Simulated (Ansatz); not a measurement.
# AsH3 (SMILES [H][As]([H])[H]): levels of theory compared

Wanted: a comparison of 6 runs (B3LYP/STO-3G, CAM-B3LYP/STO-3G, UPBE/STO-3G, wB97M-V/STO-3G, RPA@PBE/STO-3G, UCCSD(T)/STO-3G) of AsH3. 

The results are computed with Ansatz 0.2.0.

32 further runs of the same task are left out: 2 that didn't finish, 30 set aside as unsound or not needed.

## Step 1: Starting point

The species is AsH3 (4 atoms), meant as a singlet with charge 0. SMILES: `[H][As]([H])[H]`. The H2–As1 distance was set to 3.740 Å, away from the relaxed value. At this shape a bond of the SMILES string is far longer than usual.

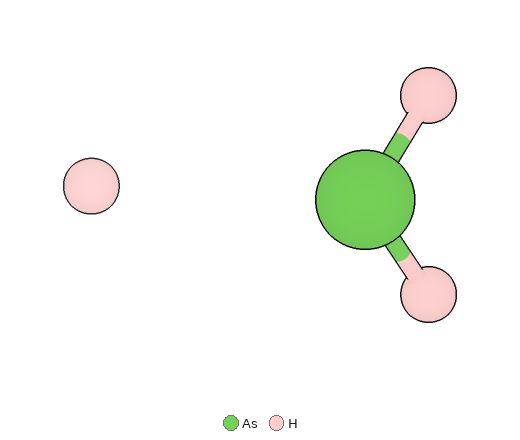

The structure, seen from a chosen angle (arsenic green, hydrogen pink).

## Step 2: A single-point energy at B3LYP/STO-3G (run 1)

File in.yaml:

```yaml
crystal:
  periodic: [false, false, false]
  atoms:
    - {symbol: As, position_ang: [-1.835680, 0.058399, 1.951832]}
    - {symbol: H, position_ang: [1.216520, -0.029700, -0.207950]}
    - {symbol: H, position_ang: [-2.414090, 1.113939, 1.063522]}
    - {symbol: H, position_ang: [-2.460680, -0.984071, 1.080182]}
basis:
  gaussian:
    orbitals: STO-3G
hamiltonian:
  xc: {name: B3LYP}
accuracy: high
```

Started as:

```console
$ ansatz run in.yaml --threads 1 --pin off --max-ram 2610MiB --events-out events.jsonl --progress --plain --runs-dir runs
```

The program printed:

```text
Warning: RAYON_NUM_THREADS=1 ignored (pool sized by the plan → 1); use --threads N
Functional definition: B3LYP
  name "B3LYP"
  parameter a0 = 0.2
  parameter ax = 0.72
  parameter ac = 0.81
  exchange = (1 - a0 - ax)*slater_x + ax*b88_x + a0*exact_x
  correlation = (1 - ac)*vwn_rpa_c + ac*lyp_c
251 factors; integrals over basis functions are off by at most 9.5e-9 eV
mean field evaluation 1: about -60186.1540 eV, gradient 1.3e1 eV
mean field evaluation 2: about -60182.4229 eV, gradient 2.0e1 eV
mean field evaluation 4: about -60185.7895 eV, gradient 1.3e1 eV
mean field evaluation 8: about -60194.7433 eV, gradient 6.7e-2 eV
mean field -60194.74337623 eV, -2212.1160176139 hartree, gradient 8.9e-8 eV, S^2 0.000000; 0 other end points of the search recorded, 0 dependent functions left out
reference -60194.74340352 eV, -2212.1160186170 hartree; 18, 18 occupied and 3, 3 virtual orbitals, 251 factors
Total energy: -60194.74340352 eV, -2212.1160186170 hartree
```

Run time: 0.8 s. Hardware: 1 thread of Arm Neoverse V1, shared host.

## Step 3: A single-point energy at CAM-B3LYP/STO-3G (run 2)

File in.yaml:

```yaml
crystal:
  periodic: [false, false, false]
  atoms:
    - symbol: As
      position_ang: [-1.835680, 0.058399, 1.951832]
    - symbol: H
      position_ang: [1.216520, -0.029700, -0.207950]
    - symbol: H
      position_ang: [-2.414090, 1.113939, 1.063522]
    - symbol: H
      position_ang: [-2.460680, -0.984071, 1.080182]
basis:
  gaussian:
    orbitals: STO-3G
hamiltonian:
  xc: {name: CAM-B3LYP}
accuracy: high
```

Started as:

```console
$ ansatz run in.yaml --threads 1 --pin off --max-ram 2610MiB --events-out events.jsonl --progress --plain --runs-dir runs
```

The program printed:

```text
Warning: RAYON_NUM_THREADS=1 ignored (pool sized by the plan → 1); use --threads N
Functional definition: CAM-B3LYP
  name "CAM-B3LYP"
  parameter alpha = 0.19
  parameter beta = 0.46
  parameter omega = 0.33/bohr
[... 1 set-up line as earlier in the session ...]
  exchange = (1 - alpha - beta)*b88_x + beta*b88_x_sr(omega) + alpha*exact_x + beta*exact_x_lr(omega)
  correlation = (1 - ac)*vwn5_c + ac*lyp_c
251 factors; integrals over basis functions are off by at most 9.5e-9 eV
96 factors; integrals over basis functions are off by at most 7.2e-10 eV
mean field evaluation 1: about -60187.8085 eV, gradient 1.2e1 eV
mean field evaluation 2: about -60184.5860 eV, gradient 1.8e1 eV
mean field evaluation 4: about -60192.4771 eV, gradient 1.8e1 eV
mean field evaluation 8: about -60193.1225 eV, gradient 1.6e1 eV
mean field evaluation 16: about -60195.3713 eV, gradient 1.1e-8 eV
mean field -60195.37133111 eV, -2212.1390945303 hartree, gradient 1.1e-8 eV, S^2 0.000000; 0 other end points of the search recorded, 0 dependent functions left out
reference -60195.37134439 eV, -2212.1390950182 hartree; 18, 18 occupied and 3, 3 virtual orbitals, 251 factors
Total energy: -60195.37134439 eV, -2212.1390950182 hartree
```

Run time: 1 s. Hardware: 1 thread of Arm Neoverse V1, shared host.

Runs 3 to 5 aren't shown in full; the table further down has their settings and results.

## Step 4: The energy at UCCSD(T)/STO-3G (run 6)

File run.yaml:

```yaml
crystal:
  periodic: [false, false, false]
  atoms:
    - symbol: As
      position_ang: [-1.835680, 0.058399, 1.951832]
    - symbol: H
      position_ang: [1.216520, -0.029700, -0.207950]
    - symbol: H
      position_ang: [-2.414090, 1.113939, 1.063522]
    - symbol: H
      position_ang: [-2.460680, -0.984071, 1.080182]
basis:
  gaussian: {orbitals: STO-3G}
accuracy: high
magnetization: {spin_polarized: true}
scf: {omitted_lower_state_checks: [cluster_reference, increment]}
correlation: {method: ccsd_t, frozen_orbitals: {As: 9, H: 0}}
```

Started as:

```console
$ ansatz run run.yaml --threads 1 --pin off --max-ram 2610MiB --events-out events.jsonl --progress --plain --runs-dir runs
```

The program printed, cut to the lines that bear on the results:

```text
Warning: RAYON_NUM_THREADS=1 ignored (pool sized by the plan → 1); use --threads N
Functional definition: HF
  name "HF"
[...]
251 factors; integrals over basis functions are off by at most 9.5e-9 eV
[...]
mean field -60161.05984196 eV, -2210.8781705609 hartree, gradient 1.7e-8 eV, S^2 1.006295; 5 other end points of the search recorded, 0 dependent functions left out
9 core orbitals not correlated: weight in the atoms' cores, before any rotation towards them, 1.000 or more for the frozen orbitals, at most 0.000 for the correlated occupied ones
reference -60161.05984196 eV, -2210.8781705609 hartree; 9, 9 occupied and 3, 3 virtual orbitals, 251 factors
second order -0.70953104 eV of doubles, -0.00000000 eV of singles
cycle   1  -0.94786212 eV  change   -2.4e-1 eV  update   4.3e-2
[...]
cycle  25  -1.09795186 eV  change   5.2e-10 eV  update   1.2e-9
perturbative correction -0.00138507 eV, -0.0000509002 hartree
Total energy: -60162.15917888 eV, -2210.9185704478 hartree
Checks for a lower state left out: cluster_reference, increment
```

Wall time 0.34 s (1 thread of Arm Neoverse V1, shared host).

## Step 5: All runs side by side

```tsv
run	level	frozen core orbitals	energy (Eh)	wall time
1	B3LYP/STO-3G	–	-2212.116019	0.8 s
2	CAM-B3LYP/STO-3G	–	-2212.139095	1 s
3	UPBE/STO-3G	–	-2211.785829	3.3 s
4	wB97M-V/STO-3G	–	-2212.152657	9.9 s
5	RPA@PBE/STO-3G	9	-2210.905512	1.9 s
6	UCCSD(T)/STO-3G	9	-2210.918570	0.34 s
```

## Step 6: Summary of results

| quantity | value |
| --- | --- |
| run 6: total energy | -2210.91857 Eh |
| run 6: correlation energy (9 core orbitals frozen) | -40.4 mEh |
| run 6: (T) correction | -0.05 mEh |
| run 6: ⟨S²⟩ of the reference determinant | 1.006 |
| run 6: T1 diagnostic | 0.004 |

**Reading.** Totals of different functionals can't be ranked against each other. In run 5 the log says that unrestricted orbitals would lower the reference, so the values rest on an unstable closed-shell determinant (other closed-shell runs at this shape may share the fault). In runs 1, 2, 3, 4, 5, 6 the basis is minimal, so the values are rough. In runs 1, 2, 4, 5 a closed-shell determinant meets a far-stretched bond, which it describes badly. Spin contamination of the reference: run 6 ⟨S²⟩ = 1.01, run 3 ⟨S²⟩ = 1.00. Where it is this large, the reference is a mixture of spin states, and values that rest on it are in doubt. All runs together took 17 s, the longest 9.9 s.
